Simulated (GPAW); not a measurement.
# Ga2O3 (R-3c): G0W0 on several meshes in GPAW

Aim: the GW shift of Ga2O3 (R-3c) against the k mesh.

Main program and level: GPAW 26.7.0; PBE and many-body steps on it, plane waves.

### 1. The starting structure

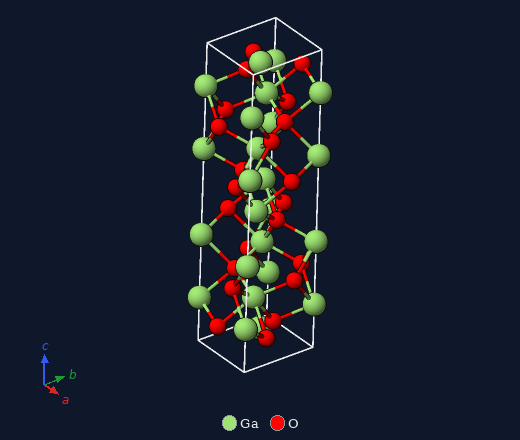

Start, viewed slightly off an axis; gallium green, oxygen red. This picture shows the conventional cell, with its axes. Some periodic images of atoms are drawn too.

Coordinates:

```
Ga O
1.0
     2.49870    1.44262    4.48355
    -2.49870    1.44262    4.48355
     0.00000   -2.88525    4.48355
Ga O
4 6
Direct
  0.85559 0.85559 0.85559
  0.64441 0.64441 0.64441
  0.14441 0.14441 0.14441
  0.35559 0.35559 0.35559
  0.75000 0.44683 0.05317
  0.44683 0.05317 0.75000
  0.05317 0.75000 0.44683
  0.25000 0.55317 0.94683
  0.94683 0.25000 0.55317
  0.55317 0.94683 0.25000
```

The cell and positions are those that the Materials Project relaxed with its own functionals (PBE, PBE+U or r2SCAN), kept fixed. This is not the form that Ga2O3 usually takes at ambient conditions.

### 2. Empty states on the mesh, 4×4×4 mesh, 455 bands

This step: GPAW 26.7.0; DFT, PBE, plane waves, PAW.

The sums over transitions need many empty states on a uniform mesh; this step solves for them.

run.py reads:

```python
import json
import numpy as np
from gpaw.mpi import world
from gpaw import GPAW

calc = GPAW('gs.gpw').fixed_density(kpts={'size': (4, 4, 4), 'gamma': True},
    parallel={'domain': 1, 'band': 1},
    txt='nscf.txt')
calc.diagonalize_full_hamiltonian(nbands=455)
calc.write('full.gpw', mode='all')
res = {}
kpts = calc.get_ibz_k_points()
res['kpts'] = kpts
res['eigenvalues'] = [calc.get_eigenvalues(kpt=k) for k in range(len(kpts))]
res['n_electrons'] = calc.get_number_of_electrons()

if world.rank == 0:
    with open('result.json', 'w') as f:
        json.dump(res, f, default=lambda x: x.tolist())
```

On the command line:

```
$ mpirun -n 4 gpaw python run.py
```

Numbers of over 12 decimals in the logs are rounded to 6 here.

The log of the run:

```text
Diagonalizing LCAO Hamiltonian
Converting LCAO to pw mode
convergence criteria:
- Maximum integral of absolute [eigenst]ate change: 4e-08 eV^2 / valence electron
maximum number of iterations: 100

SCF iterations
|iter     |     time |      energy | eigst |  dens |
|iter:   1|  |             | +0.37 |       |
|iter:   2|  |             | -1.14 |       |
|iter:   3|  |             | -1.98 |       |
[...]
|iter:  37|  |             | -7.21 |       |
|iter:  38|  |             | -7.18 |       |
|iter:  39|  |             | -7.49c|       |
SCF steps: 39
  __  _  _
 | _ |_)|_||  |
 |__||  | ||/\| - 26.7.0

Input parameters:
  mode=PW(ecut=600.0),
  convergence={'density': 1e-06, 'bands': -3},
  gpts=array([32, 32, 32]),
  kpts=MonkhorstPack(size=(4, 4, 4), gamma=True),
  maxiter=100,
  nbands=35,
  occupations=Occupations(name='fermi-dirac', width=0.001, fixmagmom=False),
  parallel={'domain': 1, 'band': 1},
  xc=XC(name='PBE')
Matrix size: 3251x3251
# Writing to full.gpw (mode='all')
  [... matrices ...]

timing:  # [seconds]
  Total: 112.624  # ━━━━━━━━━━━━━━━━━━━━━━━━━━━━━━━━━━━━━━━━━━━━━━━━━━━━━━━━━
```

It took 2.3 min on 4 MPI ranks of Intel Xeon Platinum 8488C (Sapphire Rapids), shared host; peak memory 4.5 GiB.

This step gave:

```yaml
gap: 2.845 eV
k_of_the_valence_top: 0.25, 0, 0
k_of_the_conduction_bottom: 0, 0, 0
least_direct_gap: 3.027 eV
k_points_computed: 14
lowest_point_of_the_top_converged_band_above_the_valence_top: 146.2209 eV
```

On this mesh the gap is 2.845 eV.

### 3. 4×4×4

Now the one-shot GW correction: screening in the RPA, then the self-energy of the levels asked for.

This step: G0W0 on PBE, plane waves, PAW.

run.py reads:

```python
import json
import numpy as np
from gpaw.mpi import world
from gpaw.response.g0w0 import G0W0

gw = G0W0('full.gpw',
    filename='gw',
    kpts=[0, 2],
    bands=(22, 26),
    ecut=48,
    nbands=73,
    integrate_gamma='WS',
    ppa=True)
gw.calculate()
res = {mode: {k: v for k, v in r.items() if k != 'sigma_eskwn'}
       for mode, r in gw.all_results.items()}

if world.rank == 0:
    with open('result.json', 'w') as f:
        json.dump(res, f, default=lambda x: x.tolist())
```

On the command line:

```
$ mpirun -n 4 gpaw python run.py
```

The log of the run:

```text
Using integrator: PointIntegrator
FrequencyGridDescriptor(from 0.000+0.000j to 0.000+27.211j eV, 2 points)
Nonperiodic BCs:  [False False False]
Using integrator: PointIntegrator
FrequencyGridDescriptor(from 0.000+0.000j to 0.000+27.211j eV, 2 points)
Nonperiodic BCs:  [False False False]
  ___  _ _ _
 |   || | | |
 | | || | | |
 |__ ||_____|
 |___|

BZ k-points: Symmetries present (total): 6

  [... matrices ...]
64 k-points: 4 x 4 x 4 Monkhorst-Pack grid + [1/8,1/8,1/8]
14 k-points in the irreducible part of the Brillouin zone
       k-points in crystal coordinates                weights
   0:     0.00000000    0.00000000    0.00000000          1/64
   1:     0.25000000    0.00000000   -0.25000000          6/64
   2:     0.25000000    0.00000000    0.00000000          6/64
   3:     0.25000000    0.25000000   -0.25000000          6/64
   4:     0.25000000    0.25000000    0.00000000          6/64
   5:     0.25000000    0.25000000    0.25000000          2/64
   6:     0.50000000    0.00000000    0.00000000          3/64
   7:     0.50000000    0.00000000    0.25000000          6/64
   8:     0.50000000    0.25000000   -0.25000000          6/64
   9:     0.50000000    0.25000000    0.00000000          6/64
          ...
  13:     0.50000000    0.50000000    0.50000000          1/64

Distributing spins, k-points and bands (1 x 2 x 4) over 4 processes
Number of blocks: 1

Quasi particle states:
k-points (IBZ indices): [0, 2]
Band range: (22, 26)
  [... matrices ...]
Computational parameters:
Plane wave cut-off: 48 eV
Number of bands: 73
Coulomb cutoff: None
Broadening: 0.1 eV

fxc modes: GW
Kernel: RPA
Using Godby-Needs plasmon-pole approximation:
  Fitting energy: i*E0, E0 = 1.000 Hartree
Summing all q:

Calculating screened Coulomb potential
No Coulomb truncation
FrequencyGridDescriptor(from 0.000+0.000j to 0.000+27.211j eV, 2 points)
Removing empty qpoint cache files...

Calculating chi0 body with:
    Ground state adapter containing:
    Number of spins: 1
    Number of kpoints: 64
    Number of irreducible kpoints: 14
    Number of completely occupied states: 24
    Number of partially occupied states: 24
    Occupied states memory: 12.0 M / cpu

    Linear response parametrization:
    q_c: [0.0, 0.0, 0.0]
    Number of frequency points: 2
    Planewave cutoff: 48.0
    Number of bands: 73
    Number of planewaves: 65
    Broadening (eta): 1e-06
    comm.size: 4
    kncomm.size: 4
    blockcomm.size: 1

    Memory estimate of potentially large arrays:
        chi0_wGG: 0.128937 M / cpu
Integrating chi0 body.

Symmetries of q_c:
    Direct symmetries (Uq -> q): 6
    Indirect symmetries (TUq -> q): 0
In total 6 allowed symmetries.

  [... matrices ...]
14 groups of equivalent kpoints. 78.125% reduction.

Integral kind: response function
Integrating chi0 head and wings.

Symmetries of q_c:
    Direct symmetries (Uq -> q): 6
    Indirect symmetries (TUq -> q): 0
In total 6 allowed symmetries.

  [... matrices ...]
14 groups of equivalent kpoints. 78.125% reduction.

Integral kind: response function wings

Calculating chi0 body with:
    Ground state adapter containing:
    Number of spins: 1
    Number of kpoints: 64
    Number of irreducible kpoints: 14
    Number of completely occupied states: 24
    Number of partially occupied states: 24
    Occupied states memory: 12.0 M / cpu

    Linear response parametrization:
[... the further q-points ...]

Results:
f:      Occupation numbers
eps:     KS-eigenvalues [eV]
vxc:     KS vxc [eV]
exx:     Exact exchange [eV]
sigma:   Self-energies [eV]
dsigma:  Self-energy derivatives
Z:       Renormalization factors
qp:      QP-energies [eV]

k-point 0 (0): (0.000, 0.000, 0.000)                GW
band       f     eps     vxc     exx   sigma  dsigma       Z      qp
                                                                   GW
  22   1.000   5.442 -21.251 -26.508   4.888  -0.262   0.792   5.149
  23   1.000   5.442 -21.251 -26.508   4.887  -0.262   0.792   5.149
  24   0.000   8.469 -17.975 -13.546  -2.589  -0.179   0.848  10.029
  25   0.000  12.337 -18.840 -13.105  -2.867  -0.200   0.833  14.726

k-point 1 (2): (0.250, 0.000, 0.000)                GW
band       f     eps     vxc     exx   sigma  dsigma       Z      qp
                                                                   GW
  22   1.000   5.486 -21.256 -26.616   4.929  -0.263   0.792   5.145
  23   1.000   5.623 -21.507 -26.861   4.927  -0.263   0.792   5.285
  24   0.000  10.056 -19.209 -14.668  -2.393  -0.196   0.836  11.851
  25   0.000  12.167 -18.493 -12.868  -2.878  -0.197   0.835  14.462
```

Run time: 2 min. Hardware: 4 MPI ranks; peak memory 2.3 GiB.

Numbers from this step:

* G0W0 gap on the points computed: 4.744 eV
* least direct G0W0 gap on the computed points: 4.880 eV
* Z at the valence top: 0.7920
* Z at the conduction bottom: 0.8482
* starting gap on the mesh: 2.845 eV
* k of the valence top: 0.25, 0, 0
* k of the conduction bottom: 0, 0, 0

The gap on the mesh goes from 2.85 eV to 4.74 eV, a correction of +1.90 eV.

### 4. Empty states on the mesh, 6×6×6 mesh, 83 bands

This step: DFT, PBE, plane waves, PAW.

run.py reads:

```python
import json
import numpy as np
from gpaw.mpi import world
from gpaw import GPAW

calc = GPAW('gs.gpw').fixed_density(kpts={'size': (6, 6, 6), 'gamma': True},
    nbands=96,
    convergence={'bands': 83},
    txt='nscf.txt')
calc.write('full.gpw', mode='all')
res = {}
kpts = calc.get_ibz_k_points()
res['kpts'] = kpts
res['eigenvalues'] = [calc.get_eigenvalues(kpt=k) for k in range(len(kpts))]
res['n_electrons'] = calc.get_number_of_electrons()

if world.rank == 0:
    with open('result.json', 'w') as f:
        json.dump(res, f, default=lambda x: x.tolist())
```

On the command line:

```
$ mpirun -n 4 gpaw python run.py
```

The log of the run:

```text
Diagonalizing LCAO Hamiltonian
Converting LCAO to pw mode
convergence criteria:
- Maximum integral of absolute [eigenst]ate change: 4e-08 eV^2 / valence electron
maximum number of iterations: 100

SCF iterations
|iter     |     time |      energy | eigst |  dens |
|iter:   1|  |             | +3.55 |       |
|iter:   2|  |             | +2.17 |       |
|iter:   3|  |             | +1.00 |       |
[...]
|iter:   9|  |             | -5.98 |       |
|iter:  10|  |             | -7.20 |       |
|iter:  11|  |             | -7.64c|       |
SCF steps: 11
  __  _  _
 | _ |_)|_||  |
 |__||  | ||/\| - 26.7.0

Input parameters:
  mode=PW(ecut=600.0),
  convergence={'bands': 83},
  gpts=array([32, 32, 32]),
  kpts=MonkhorstPack(size=(6, 6, 6), gamma=True),
  maxiter=100,
  nbands=96,
  occupations=Occupations(name='fermi-dirac', width=0.001, fixmagmom=False),
  parallel={},
  xc=XC(name='PBE')
# Writing to full.gpw (mode='all')
  [... matrices ...]

timing:  # [seconds]
  Total: 0.149  # ━━━━━━━━━━━━━━━━━━━━━━━━━━━━━━━━━━━━━━━━━━━━━━━━━━━━━━━━━━━
```

Run time: 68 s. Hardware: 4 MPI ranks; peak memory 1.2 GiB; 4.5 min of CPU time.

This step gave:

```
gap                                                           : 2.799 eV
k of the valence top                                          : 0.1667, 0, -0.1667
k of the conduction bottom                                    : 0, 0, 0
least direct gap                                              : 3.027 eV
k points computed                                             : 40
lowest point of the top converged band, above the valence top : 34.44 eV
```

On this mesh the gap is 2.799 eV.

### 5. 6×6×6

This step: G0W0 on PBE, plane waves, PAW.

run.py reads:

```python
import json
import numpy as np
from gpaw.mpi import world
from gpaw.response.g0w0 import G0W0

gw = G0W0('full.gpw',
    filename='gw',
    kpts=[0, 1],
    bands=(22, 26),
    ecut=48,
    nbands=73,
    integrate_gamma='WS',
    ppa=True)
gw.calculate()
res = {mode: {k: v for k, v in r.items() if k != 'sigma_eskwn'}
       for mode, r in gw.all_results.items()}

if world.rank == 0:
    with open('result.json', 'w') as f:
        json.dump(res, f, default=lambda x: x.tolist())
```

On the command line:

```
$ mpirun -n 4 gpaw python run.py
```

The log of the run:

```text
Using integrator: PointIntegrator
FrequencyGridDescriptor(from 0.000+0.000j to 0.000+27.211j eV, 2 points)
Nonperiodic BCs:  [False False False]
Using integrator: PointIntegrator
FrequencyGridDescriptor(from 0.000+0.000j to 0.000+27.211j eV, 2 points)
Nonperiodic BCs:  [False False False]
  ___  _ _ _
 |   || | | |
 | | || | | |
 |__ ||_____|
 |___|

BZ k-points: Symmetries present (total): 6

  [... matrices ...]
216 k-points: 6 x 6 x 6 Monkhorst-Pack grid + [1/12,1/12,1/12]
40 k-points in the irreducible part of the Brillouin zone
       k-points in crystal coordinates                weights
   0:     0.00000000    0.00000000    0.00000000          1/216
   1:     0.16666667    0.00000000   -0.16666667          6/216
   2:     0.16666667    0.00000000    0.00000000          6/216
[...]
9:     0.33333333   -0.16666667    0.16666667          6/216
          ...
  39:     0.50000000    0.50000000    0.50000000          1/216

Distributing spins, k-points and bands (1 x 2 x 4) over 4 processes
Number of blocks: 1

Quasi particle states:
k-points (IBZ indices): [0, 1]
Band range: (22, 26)
  [... matrices ...]
Computational parameters:
Plane wave cut-off: 48 eV
Number of bands: 73
Coulomb cutoff: None
Broadening: 0.1 eV

fxc modes: GW
Kernel: RPA
Using Godby-Needs plasmon-pole approximation:
  Fitting energy: i*E0, E0 = 1.000 Hartree
Summing all q:

Calculating screened Coulomb potential
No Coulomb truncation
FrequencyGridDescriptor(from 0.000+0.000j to 0.000+27.211j eV, 2 points)
Removing empty qpoint cache files...

Calculating chi0 body with:
    Ground state adapter containing:
    Number of spins: 1
    Number of kpoints: 216
    Number of irreducible kpoints: 40
    Number of completely occupied states: 24
[...]
q_c: [1.3877787807814457e-17, 1.3877787807814457e-17, 1.3877787807814457e-17]
    Number of frequency points: 2
    Planewave cutoff: 48.0
    Number of bands: 73
    Number of planewaves: 65
    Broadening (eta): 1e-06
    comm.size: 4
    kncomm.size: 4
    blockcomm.size: 1

    Memory estimate of potentially large arrays:
        chi0_wGG: 0.128937 M / cpu
Integrating chi0 body.

Symmetries of q_c:
    Direct symmetries (Uq -> q): 6
    Indirect symmetries (TUq -> q): 0
In total 6 allowed symmetries.

  [... matrices ...]
40 groups of equivalent kpoints. 81.481481% reduction.

Integral kind: response function
Integrating chi0 head and wings.

Symmetries of q_c:
    Direct symmetries (Uq -> q): 6
    Indirect symmetries (TUq -> q): 0
In total 6 allowed symmetries.

  [... matrices ...]
40 groups of equivalent kpoints. 81.481481% reduction.

Integral kind: response function wings

Calculating chi0 body with:
    Ground state adapter containing:
    Number of spins: 1
    Number of kpoints: 216
    Number of irreducible kpoints: 40
    Number of completely occupied states: 24
    Number of partially occupied states: 24
[... the further q-points ...]

Results:
f:      Occupation numbers
eps:     KS-eigenvalues [eV]
vxc:     KS vxc [eV]
exx:     Exact exchange [eV]
sigma:   Self-energies [eV]
dsigma:  Self-energy derivatives
Z:       Renormalization factors
qp:      QP-energies [eV]

k-point 0 (0): (0.000, 0.000, 0.000)                GW
band       f     eps     vxc     exx   sigma  dsigma       Z      qp
                                                                   GW
  22   1.000   5.442 -21.251 -26.499   4.884  -0.262   0.792   5.153
  23   1.000   5.442 -21.251 -26.499   4.884  -0.262   0.792   5.153
  24   0.000   8.469 -17.975 -13.587  -2.555  -0.179   0.848  10.023
[...]
k-point 1 (1): (0.167, 0.000, -0.167)                GW
band       f     eps     vxc     exx   sigma  dsigma       Z      qp
                                                                   GW
[...]
24   0.000  10.277 -19.259 -14.608  -2.450  -0.197   0.835  12.115
  25   0.000  12.054 -18.375 -12.809  -2.867  -0.195   0.837  14.311
```

Elapsed: 16 min, on 4 MPI ranks; peak memory 4.2 GiB.

Numbers from this step:

| Item | Value |
| --- | --- |
| G0W0 gap on the points computed | 4.672 eV |
| least direct G0W0 gap on the computed points | 4.870 eV |
| Z at the valence top | 0.7924 |
| Z at the conduction bottom | 0.8485 |
| starting gap on the mesh | 2.799 eV |
| k of the valence top | 0.1667, 0, -0.1667 |
| k of the conduction bottom | 0, 0, 0 |

Against G0W0 in GPAW (4×4×4 mesh, 73 bands, screening to 48 eV, Godby-Needs plasmon pole), the gap moves by −0.072 eV.

### 6. Side by side

Times are wall times on 4 MPI ranks of Intel Xeon Platinum 8488C (Sapphire Rapids), shared host, good to a factor of about two.

```csv
run,mesh,bands,screening cutoff (eV),DFT gap (eV),gap on the mesh (eV),direct (eV),time
4×4×4,4×4×4,73,48,2.845,4.744,4.880,2 min
6×6×6,6×6×6,73,48,2.799,4.672,4.870,16 min
```

### 7. What came out

| Item | Value |
| --- | --- |
| 4×4×4 | 4.744 eV |
| 6×6×6 | 4.672 eV |
| known limits | not at the basis limit; no spin-orbit coupling |

6×6×6: −0.072 eV against 4×4×4, −0.046 eV of it in the start. Bands and cutoff are finite, so the gap is not at the basis limit. The miss can reach some tenths of an eV and take either sign; the mesh is an error of its own. These stock PAW sets were not made for GW; the filled d or f shell of Ga lies in the frozen core, which bears on start and correction. In the G0W0 runs levels were corrected at 2 k points alone, so a gap called «on the mesh» is the least over those, and an edge elsewhere would be missed. The many-body steps are scalar-relativistic: spin-orbit coupling is not in them.

[Paths, hosts, dates, memory and timing lines, banners, echoed tables and standing remarks are left out of the program output.]

[Logs are printed without paths, hosts, clocks, repeated set-up lines and the standing remarks that a program may print on its own settings, such as how far it seeks lower states.]

[Runs of the session that timed out or met a known fault of the program may be left out.]

[Hosts, paths, dates, database ids (printed as entryN), source tags and the programs' standing remarks are cut or masked in the printed files.]
